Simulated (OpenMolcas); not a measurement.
# Multiconfigurational calculation, with input and output: Co²⁺ complex

Co²⁺ with 6 ligands (O; octahedron, 2.118 Å), embedded in MgO by model potentials and point charges, whose field is part of the energies. Computed at this level: state-averaged CASSCF, active space 7 electrons in the shell 3d, basis ANO-RCC-VDZP on the metal and ANO-RCC-VDZP on the ligands, DKH2 scalar Hamiltonian, spin-orbit coupling by RASSI with atomic mean-field integrals (OpenMolcas).

### Log (extracts)
```
--- SEWARD ---
Basis set label: CO.ANO-RCC...5S4P2D1F.

      Electronic valence basis set:
      ------------------
      Associated Effective Charge  27.000000 au
      Associated Actual Charge     27.000000 au
      Nuclear Model: Point charge

      Shell  nPrim  nBasis  Cartesian Spherical Contaminant
         s      21       5        X
         p      15       4        X
         d      10       2                 X
         f       6       1                 X
                  Relativistic Douglas-Kroll-Hess integrals:
                    - DKH order of Hamiltonian: 2
                    - DKH order of Properties : 0
                  Atomic mean-field integrals
--- RASSCF ---
Wave function specifications:
      -----------------------------

      Number of closed shell electrons          78
      Number of electrons in active shells       7
      Max number of holes in RAS1 space          0
      Max nr of electrons in RAS3 space          0
      Number of inactive orbitals               39
      Number of active orbitals                  5
      Number of secondary orbitals              98
      Spin quantum number                      1.5
      State symmetry                             1
Orbital specifications:
      -----------------------

      Symmetry species                           1   2
                                                ag  au
      Frozen orbitals                            0   0
      Inactive orbitals                         18  21
      Active orbitals                            5   0
      RAS1 orbitals                              0   0
      RAS2 orbitals                              5   0
      RAS3 orbitals                              0   0
      Secondary orbitals                        46  52
      Deleted orbitals                           0   0
      Number of basis functions                 69  73
      Number of CSFs                            10
      Number of root(s) required                10
      Iter CI   SX   CI       RASSCF       Energy    max ROT     max BLB   max BLB  Level Ln srch  Step   QN
          iter iter root      energy       change     param      element    value   shift minimum  type update
 Nr of preliminary CI iterations:   1
      Total energies have been shifted. Add                -1000.00 au
        1   1   10    0  -849.28825945    0.00E+00  -6.76E-02   16  50 1 -4.95E-01*  1.32   0.00    SX    NO
        2   1   11    0  -850.75688469   -1.47E+00* -5.24E-02   11  41 1 -1.84E-01*  1.01   0.00    SX    NO
        3   1   10    0  -851.04793397   -2.91E-01* -2.90E-02   21  24 2  8.17E-02*  0.89   0.00    SX    NO
        4   1   10    0  -851.08173184   -3.38E-02* -1.19E-02   21  24 2  4.41E-02*  0.86   0.00    SX    NO
        5   1   10    0  -851.09127215   -9.54E-03* -1.44E-02   21  24 2  2.69E-02*  0.84   2.35    LS   YES
        6   1    9    0  -851.09592592   -4.65E-03*  3.53E-03    6  32 1 -8.85E-03*  0.83   1.12    QN   YES
        7   1    9    0  -851.09669451   -7.69E-04* -2.71E-03   13  51 1 -4.20E-03*  0.83   1.79    LS   YES
        8   1    9    0  -851.09687930   -1.85E-04* -1.78E-03    8  50 1 -2.84E-03*  0.83   1.02    QN   YES
        9   1    8    0  -851.09694025   -6.10E-05* -6.73E-04    6  34 2  1.34E-03*  0.83   1.25    QN   YES
       10   1    7    0  -851.09694592   -5.67E-06* -1.25E-04   19  25 1  3.99E-04*  0.83   1.05    QN   YES
       11   1    6    0  -851.09694636   -4.41E-07*  2.82E-05    4  32 2  1.48E-04*  0.83   1.01    QN   YES
       12   1    5    0  -851.09694642   -5.32E-08*  1.12E-05    9  22 2 -2.96E-05   0.83   1.18    QN   YES
       13   1    5    0  -851.09694642   -4.64E-09   5.83E-06    9  22 2 -1.11E-05   0.83   1.39    QN   YES
      Convergence after 13 iterations
       14   1    5    0  -851.09694642   -4.76E-10   5.83E-06    4  22 2  2.97E-06   0.83   1.39    QN   YES
      Natural orbitals and occupation numbers for root  1
      sym 1:   1.907943   1.092057   1.092057   1.907943   1.000000
      Natural orbitals and occupation numbers for root  2
      sym 1:   1.907942   1.907942   1.092058   1.092058   1.000000
      Natural orbitals and occupation numbers for root  3
      sym 1:   1.092060   1.907940   1.000000   1.907940   1.092060
::    RASSCF root number  1 Total energy:  -1851.14921363
::    RASSCF root number  2 Total energy:  -1851.14921363
::    RASSCF root number  3 Total energy:  -1851.14921363
::    RASSCF root number  4 Total energy:  -1851.11279060
::    RASSCF root number  5 Total energy:  -1851.11279060
::    RASSCF root number  6 Total energy:  -1851.11279060
::    RASSCF root number  7 Total energy:  -1851.07030708
::    RASSCF root number  8 Total energy:  -1851.03771482
::    RASSCF root number  9 Total energy:  -1851.03771482
::    RASSCF root number 10 Total energy:  -1851.03771482
--- RASSCF ---
Wave function specifications:
      -----------------------------

      Number of closed shell electrons          78
      Number of electrons in active shells       7
      Max number of holes in RAS1 space          0
      Max nr of electrons in RAS3 space          0
      Number of inactive orbitals               39
      Number of active orbitals                  5
      Number of secondary orbitals              98
      Spin quantum number                      0.5
      State symmetry                             1
Orbital specifications:
      -----------------------

      Symmetry species                           1   2
                                                ag  au
      Frozen orbitals                            0   0
      Inactive orbitals                         18  21
      Active orbitals                            5   0
      RAS1 orbitals                              0   0
      RAS2 orbitals                              5   0
      RAS3 orbitals                              0   0
      Secondary orbitals                        46  52
      Deleted orbitals                           0   0
      Number of basis functions                 69  73
      Number of CSFs                            40
      Number of root(s) required                40
      Iter CI   SX   CI       RASSCF       Energy    max ROT     max BLB   max BLB  Level Ln srch  Step   QN
          iter iter root      energy       change     param      element    value   shift minimum  type update
 Nr of preliminary CI iterations:   1
      Total energies have been shifted. Add                -1000.00 au
        1   1    9    0  -850.98013295    0.00E+00   1.31E-02   21  27 1 -1.51E-02*  0.83   0.00    SX    NO
        2   1    8    0  -850.98095924   -8.26E-04* -8.22E-03    7  34 2 -8.67E-03*  0.83   0.00    SX    NO
        3   1    8    0  -850.98115783   -1.99E-04*  3.42E-03   22  28 1 -3.50E-03*  0.83   0.00    SX    NO
        4   1    7    0  -850.98120963   -5.18E-05* -2.21E-03    7  34 2 -1.78E-03*  0.83   0.00    SX    NO
        5   1    7    0  -850.98122362   -1.40E-05*  2.24E-03   22  28 1 -8.98E-04*  0.83   1.54    QN   YES
        6   1    7    0  -850.98122894   -5.32E-06* -6.24E-05   21  27 1  2.12E-04*  0.83   0.95    QN   YES
        7   1    6    0  -850.98122901   -7.13E-08* -4.14E-05   10  24 1 -9.55E-05   0.83   1.30    QN   YES
        8   1    5    0  -850.98122903   -1.47E-08*  2.33E-05   10  24 1 -4.12E-05   0.83   1.40    QN   YES
        9   1    4    0  -850.98122903   -2.21E-09  -4.59E-06   10  24 1 -9.27E-06   0.83   1.26    QN   YES
      Convergence after  9 iterations
       10   1    4    0  -850.98122903   -1.12E-10  -4.59E-06   10  24 1 -2.67E-06   0.83   1.26    QN   YES
      Natural orbitals and occupation numbers for root  1
      sym 1:   1.935394   1.951753   0.131310   1.970794   1.010749
      Natural orbitals and occupation numbers for root  2
      sym 1:   1.969899   1.953541   1.010749   1.934500   0.131310
      Natural orbitals and occupation numbers for root  3
      sym 1:   1.943290   1.943245   1.014178   1.042595   1.056692
::    RASSCF root number  1 Total energy:  -1851.09189231
::    RASSCF root number  2 Total energy:  -1851.09189231
::    RASSCF root number  3 Total energy:  -1851.06053668
::    RASSCF root number  4 Total energy:  -1851.06053668
::    RASSCF root number  5 Total energy:  -1851.06053668
::    RASSCF root number  6 Total energy:  -1851.05894469
::    RASSCF root number  7 Total energy:  -1851.05894469
::    RASSCF root number  8 Total energy:  -1851.05894469
::    RASSCF root number  9 Total energy:  -1851.03383805
::    RASSCF root number 10 Total energy:  -1851.03383805
::    RASSCF root number 11 Total energy:  -1851.03383805
::    RASSCF root number 12 Total energy:  -1851.03190847
::    RASSCF root number 13 Total energy:  -1851.01678581
::    RASSCF root number 14 Total energy:  -1851.01678581
::    RASSCF root number 15 Total energy:  -1851.01678581
::    RASSCF root number 16 Total energy:  -1851.01139617
::    RASSCF root number 17 Total energy:  -1851.01139617
::    RASSCF root number 18 Total energy:  -1851.01139617
::    RASSCF root number 19 Total energy:  -1851.00148532
::    RASSCF root number 20 Total energy:  -1851.00148532
::    RASSCF root number 21 Total energy:  -1850.98555086
::    RASSCF root number 22 Total energy:  -1850.98555086
::    RASSCF root number 23 Total energy:  -1850.98555086
::    RASSCF root number 24 Total energy:  -1850.98064226
::    RASSCF root number 25 Total energy:  -1850.98064226
::    RASSCF root number 26 Total energy:  -1850.98064226
::    RASSCF root number 27 Total energy:  -1850.97868879
::    RASSCF root number 28 Total energy:  -1850.97868879
::    RASSCF root number 29 Total energy:  -1850.93783339
::    RASSCF root number 30 Total energy:  -1850.93783339
--- RASSI ---
SPIN-FREE ENERGIES:
  (Shifted by EMIN (a.u.) =      -1851.1492136285)

 SF State       Relative EMIN(au)   Rel lowest level(eV)    D:o, cm**(-1)

     1             0.0000000000        0.0000000000              0.0000
     2             0.0000000000        0.0000000000              0.0000
     3             0.0000000000        0.0000000000              0.0000
     4             0.0364230266        0.9911210451           7993.9303
     5             0.0364230266        0.9911210451           7993.9303
     6             0.0364230266        0.9911210451           7993.9303
    11             0.0573213183        1.5597925332          12580.5752
    12             0.0573213183        1.5597925332          12580.5752
     7             0.0789065516        2.1471566533          17317.9863
    13             0.0886769506        2.4130227550          19462.3411
    14             0.0886769506        2.4130227550          19462.3411
    15             0.0886769506        2.4130227550          19462.3411
    16             0.0902689350        2.4563428561          19811.7412
    17             0.0902689350        2.4563428561          19811.7412
    18             0.0902689350        2.4563428561          19811.7412
    10             0.1114988105        3.0340371983          24471.1603
     9             0.1114988105        3.0340371983          24471.1603
     8             0.1114988105        3.0340371983          24471.1603
    19             0.1153755770        3.1395293879          25322.0122
    20             0.1153755770        3.1395293879          25322.0122
    21             0.1153755770        3.1395293879          25322.0122
    22             0.1173051558        3.1920359041          25745.5058
    23             0.1324278179        3.6035445027          29064.5465
    24             0.1324278179        3.6035445027          29064.5465
    25             0.1324278179        3.6035445027          29064.5465
    26             0.1378174634        3.7502042286          30247.4370
    27             0.1378174634        3.7502042286          30247.4370
    28             0.1378174634        3.7502042286          30247.4370
    29             0.1477283104        4.0198921145          32422.6165
    30             0.1477283104        4.0198921145          32422.6165
    31             0.1636627719        4.4534909002          35919.8265
    32             0.1636627719        4.4534909002          35919.8265
    33             0.1636627719        4.4534909002          35919.8265
    34             0.1685713691        4.5870606344          36997.1391
    35             0.1685713691        4.5870606344          36997.1391
    36             0.1685713691        4.5870606344          36997.1391
    37             0.1705248365        4.6402171896          37425.8756
    38             0.1705248365        4.6402171896          37425.8756
    39             0.2113802414        5.7519493931          46392.6006
    40             0.2113802414        5.7519493931          46392.6006
Eigenvalues of complex Hamiltonian:
   -----------------------------------
  (Shifted by EMIN (a.u.) =      -1851.1492136285)

 SO State       Relative EMIN(au)   Rel lowest level(eV)    D:o, cm**(-1)

     1            -0.0030212659        0.0000000000              0.0000
     2            -0.0030212659        0.0000000000              0.0000
     3            -0.0014104125        0.0438335541            353.5415
     4            -0.0014104125        0.0438335541            353.5415
     5            -0.0014104125        0.0438335540            353.5415
     6            -0.0014104125        0.0438335540            353.5415
     7             0.0012228181        0.1154874107            931.4688
     8             0.0012228181        0.1154874107            931.4688
     9             0.0012228181        0.1154874108            931.4688
    10             0.0012228181        0.1154874108            931.4688
    11             0.0016107675        0.1260440501           1016.6138
    12             0.0016107675        0.1260440501           1016.6138
    13             0.0357952284        1.0562506208           8519.2358
    14             0.0357952284        1.0562506208           8519.2358
    15             0.0359834974        1.0613736809           8560.5561
    16             0.0359834974        1.0613736809           8560.5561
    17             0.0359834974        1.0613736810           8560.5561
    18             0.0359834974        1.0613736810           8560.5561
    19             0.0364844030        1.0750040173           8670.4921
    20             0.0364844030        1.0750040173           8670.4921
    21             0.0364844030        1.0750040173           8670.4921
    22             0.0364844030        1.0750040173           8670.4921
    23             0.0373478703        1.0985001600           8860.0013
    24             0.0373478703        1.0985001600           8860.0013
    25             0.0572181394        1.6391977269          13221.0213
    26             0.0572181394        1.6391977269          13221.0213
    27             0.0572181394        1.6391977269          13221.0213
    28             0.0572181394        1.6391977269          13221.0213
    29             0.0788875570        2.2288526178          17976.9087
    30             0.0788875570        2.2288526178          17976.9087
    31             0.0788875570        2.2288526178          17976.9087
    32             0.0788875570        2.2288526178          17976.9087
    33             0.0873612016        2.4594322347          19836.6588
    34             0.0873612016        2.4594322347          19836.6588
    35             0.0873612016        2.4594322352          19836.6588
    36             0.0873612016        2.4594322352          19836.6588
    37             0.0898073357        2.5259949337          20373.5231
    38             0.0898073357        2.5259949337          20373.5231
    39             0.0904995645        2.5448314405          20525.4498
    40             0.0904995645        2.5448314405          20525.4498
    41             0.0904995646        2.5448314409          20525.4498
Weights of the five most important spin-orbit-free states for each spin-orbit state.

 SO State  Total energy (au)           Spin-free states, spin, and weights
 -------------------------------------------------------------------------------------------------------
    1        -0.003021       1 1.5  0.3326    2 1.5  0.3326    3 1.5  0.3326   22 0.5  0.0007    4 1.5  0.0004
    2        -0.003021       1 1.5  0.3326    2 1.5  0.3326    3 1.5  0.3326   22 0.5  0.0007    4 1.5  0.0004
    3        -0.001410       3 1.5  0.4808    2 1.5  0.4249    1 1.5  0.0887    6 1.5  0.0016    5 1.5  0.0015
    4        -0.001410       3 1.5  0.5541    2 1.5  0.3046    1 1.5  0.1357    6 1.5  0.0016    5 1.5  0.0014
    5        -0.001410       1 1.5  0.5733    2 1.5  0.2370    3 1.5  0.1841    4 1.5  0.0017    5 1.5  0.0014
    6        -0.001410       1 1.5  0.5281    2 1.5  0.3594    3 1.5  0.1069    4 1.5  0.0016    5 1.5  0.0015
    7         0.001223       3 1.5  0.5717    2 1.5  0.2115    1 1.5  0.2058    4 1.5  0.0036    5 1.5  0.0035
    8         0.001223       3 1.5  0.5510    2 1.5  0.3041    1 1.5  0.1340    4 1.5  0.0041    5 1.5  0.0029
    9         0.001223       1 1.5  0.4536    2 1.5  0.4479    3 1.5  0.0876    6 1.5  0.0044   11 0.5  0.0023
   10         0.001223       1 1.5  0.5254    2 1.5  0.3553    3 1.5  0.1084    6 1.5  0.0043    5 1.5  0.0025
   11         0.001611       1 1.5  0.3328    2 1.5  0.3328    3 1.5  0.3328    4 1.5  0.0004    5 1.5  0.0004
   12         0.001611       1 1.5  0.3328    2 1.5  0.3328    3 1.5  0.3328    4 1.5  0.0004    5 1.5  0.0004
```

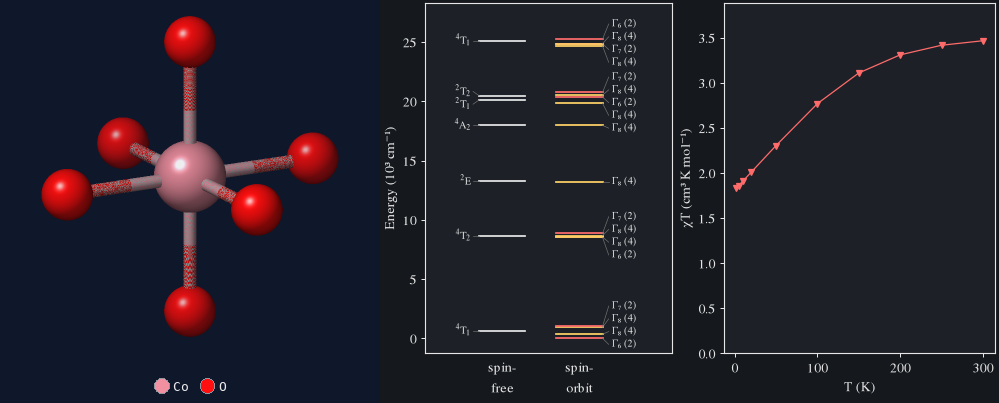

Co²⁺ (3d⁷) as a dopant in MgO, a cluster with its 6 nearest O²⁻ at 2.118 Å (octahedron) embedded in model potentials and point charges; the geometry was set, not optimised, and its levels and susceptibility. Labels give the representation in O, Td, D4 or D3 as the site allows (double group for half-integer spin) where it could be assigned and, in brackets, the degeneracy; spin-free states, where drawn, share the zero of the spin-orbit levels. Powder susceptibility by Van Vleck's formula. The ground level is Γ₆, a Kramers doublet, 100 % from states of spin multiplicity 4. Its principal g values are 4.39, 4.39 and 4.39, isotropic. The next level lies at 354 cm⁻¹ (Γ₈). The lowest spin-free state is ⁴T₁, from the free-ion F term; of the same spin there follow at 7,990 cm⁻¹ (⁴T₂), 17,300 cm⁻¹ (⁴A₂) and 24,500 cm⁻¹ (⁴T₁) above it. A ligand-field fit to the spin-free states gives |10Dq| = 9,070 cm⁻¹, B = 1,180 and C = 4,350 cm⁻¹ (rms misfit 90 cm⁻¹). χT is 1.83 cm³ K mol⁻¹ at 2 K and 3.47 at 300 K, an effective moment of 5.27 μB. The active orbitals hold 93 to 98 % metal character (Löwdin), and the Mulliken charge of the metal is +1.30.

### The input
```
&GATEWAY
Basis set
Co.ANO-RCC-VDZP.
Co1 0.0 0.0 0.0 Angstrom
End of basis
Basis set
O.ANO-RCC-VDZP.
L1 2.118000 0.000000 0.000000 Angstrom
L2 0.000000 2.118000 0.000000 Angstrom
L3 0.000000 0.000000 2.118000 Angstrom
End of basis
Basis set
Mg.EMB-AIMP.Pascual.10s4p.1s1p.ECP.MgO.
PseudoCharge
* 3 symmetry-unique lattice sites within 7.6 angstrom
End of basis
Basis set
Mg.EMB-AIMP.Pascual.0s.0s.ECP.MgO.
PseudoCharge
* 40 symmetry-unique lattice sites within 7.6 angstrom
End of basis
Basis set
O.EMB-AIMP.Pascual.0s.0s.ECP.MgO.
PseudoCharge
* 55 symmetry-unique lattice sites within 7.6 angstrom
End of basis
Symmetry
XYZ
AngMom=0.0 0.0 0.0
AMFI
RICD
XField
997 Angstrom 0
* Evjen-weighted lattice charges
&SEWARD
&RASSCF
FileOrb=start.orb
Symmetry=1
Spin=4
nActEl=7 0 0
Inactive=18 21
Ras2=5 0
CIRoot=10 10 1
SDav=10
CIMx=300
Iter=150 100
PrWF=0.3
OrbListing=Nothing
MaxOrb=0
LevShft=1.0
>>> COPY $Project.JobIph JOB001
&RASSCF
FileOrb=start.orb
Symmetry=1
Spin=2
nActEl=7 0 0
Inactive=18 21
Ras2=5 0
CIRoot=40 40 1
SDav=40
CIMx=300
Iter=150 100
PrWF=0.3
OrbListing=Nothing
MaxOrb=0
LevShft=1.0
>>> COPY $Project.JobIph JOB002
&RASSI
NrOfJobIphs=2 10 40
1 2 3 4 5 6 7 8 9 10
1 2 3 4 5 6 7 8 9 10 11 12 13 14 15 16 17 18 19 20 21 22 23 24 25 26 27
28 29 30 31 32 33 34 35 36 37 38 39 40
IphNames
JOB001
JOB002
EJob
SpinOrbit
DIPRint=1.0
SOCoupling=1000.0
Subsets=2
Property=9
'ANGMOM' 1 'ANGMOM' 2 'ANGMOM' 3 'MLTPL  1' 1 'MLTPL  1' 2 'MLTPL  1' 3
'AMFI' 1 'AMFI' 2 'AMFI' 3
SOProperty=3
'ANGMOM' 1 'ANGMOM' 2 'ANGMOM' 3
```

The file start.orb holds starting orbitals from an earlier step. A driver script formed the levels outside the program, from RASSI's spin-orbit matrix and the active-space energies, averaged over the components of each term or state.

Run as:
```bash
OMP_NUM_THREADS=1 MOLCAS_MEM=2457 MOLCAS_PROJECT=a pymolcas a.inp > a.log  # once for each step of the input, in one work folder
```

### Summary

- outcome: converged
- energy of the lowest spin-free term: −1851.14921 hartree
- energy of the lowest spin-orbit level: −1851.15223 hartree
- largest spread among components of a term: 0.0 cm⁻¹
- hardware: 1 thread of Arm Neoverse V2, 24 GiB of memory available, shared host
- wall time: 19 s
- peak memory: 0.18 GiB

### Notes

Without dynamic correlation the splittings between terms come out too large, often by 20 to 50 %. To bear in mind: small active space favours high spin, ground spin may be wrong; the geometry is set by hand, with no relaxation.
